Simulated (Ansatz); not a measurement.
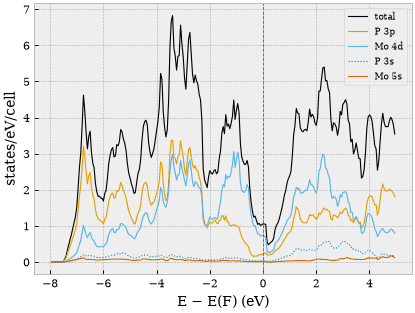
Figure: Total and projected density of states of MoP2 in space group Cmc2_1 (No. 36; Mo on 4a, P on 4a, P on 4a), LDA (plane waves, PAW; program Ansatz)

### Question
Which orbitals carry the states next to the Fermi level?

### Answer
Within 0.5 eV of the Fermi level: Mo 4d 70 %, P 3p 22 %. Projections are on Löwdin-orthogonalised atomic valence shells; empty p or d shells of many metals are not among them.

### Question
Where is the tallest occupied peak in this window, and what makes it?

### Answer
Near -3.4 eV, about 6.8 states/eV per cell; the largest projected share is P 3p.

The workflow started from a Materials Project entry (that database holds measured and hypothetical structures alike); the Crystallography Open Database copy checked does not list it. Its standing as an ambient phase is unchecked. Symmetry was held in the LDA relaxation; whether a distortion lowers the energy is not shown. No spin polarisation was allowed. Spin–orbit coupling is left out wherever it is not named.

Potentials: the later of the program's two PAW sets.
